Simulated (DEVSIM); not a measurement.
System: Pt/Al2O3/SiO2/p-Si capacitor, at 300 K.

| layer (left to right) | material | thickness (nm) | Na (cm⁻³) |
|---|---|---|---|
| 1 | Al2O3 | 7.50 | - |
| 2 | SiO2 | 0.570 | - |
| 3 | Si | 1400 | 1.7e17 |

Metal gate on the left, work function 5.6 eV. Fixed charge at the semiconductor interface -1.2e10 cm⁻² (in units of +e); interface traps 2e12 cm⁻² eV⁻¹, uniform in energy, neutral level at 0.5 of the gap above the valence band.

Constants are typed, rounded textbook-type inputs, not results; the design itself was drawn at random and stands for no fabricated device. Values at 300 K.

```tsv
parameter	Al2O3	SiO2	Si
gap (eV)	6.8	9	1.124
affinity (eV)	1.35	0.9	4.05
permittivity	9	3.9	11.7
Nc (cm⁻³)	-	-	2.86e19
Nv (cm⁻³)	-	-	3.1e19
```

Model (solved in DEVSIM): 1D Poisson equation in equilibrium, Boltzmann statistics, complete ionisation; no quantum confinement or tunnelling. Metal contacts follow the ideal Schottky-Mott rule: no Fermi-level pinning, no interface dipoles.

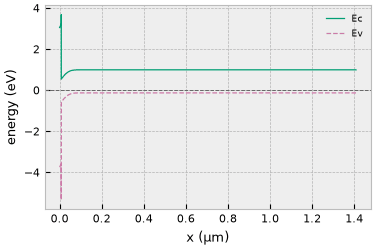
Fig. 1. Band edges at 1.2 V on the gate

Energies count from the Fermi level of the right contact; mesh points crowd at the junctions.

```
x (μm)    Ec (eV)  Ev (eV)  n (cm⁻³)  p (cm⁻³)  field (V/cm)
--------  -------  -------  --------  --------  ------------
0.000       3.050   -3.750     < 1e2     < 1e2        210000
0.001135    3.074   -3.726     < 1e2     < 1e2        210000
0.003024    3.113   -3.687     < 1e2     < 1e2        210000
0.005441    3.164   -3.636     < 1e2     < 1e2        210000
0.007283    3.202   -3.598     < 1e2     < 1e2        210000
0.007805    3.671   -5.329     < 1e2     < 1e2        480000
0.008538    0.541   -0.583    2.3e10     5.0e9        150000
0.01141     0.583   -0.541     4.6e9    2.5e10        140000
0.01638     0.650   -0.474     3.4e8    3.4e11        130000
0.02686     0.770   -0.354   3300000    3.5e13        100000
0.05035     0.935   -0.189      5600    2.1e16         41000
0.1228      0.989   -0.135       690    1.7e17            53
0.2510      0.989   -0.135       680    1.7e17           ≈ 0
0.5209      0.989   -0.135       680    1.7e17           ≈ 0
1.053       0.989   -0.135       680    1.7e17           ≈ 0
1.240       0.989   -0.135       680    1.7e17           ≈ 0
1.329       0.989   -0.135       680    1.7e17           ≈ 0
1.372       0.989   -0.135       680    1.7e17           ≈ 0
1.395       0.989   -0.135       680    1.7e17           ≈ 0
1.403       0.989   -0.135       680    1.7e17           ≈ 0
1.406       0.989   -0.135       680    1.7e17           ≈ 0
1.408       0.989   -0.135       680    1.7e17           ≈ 0
```
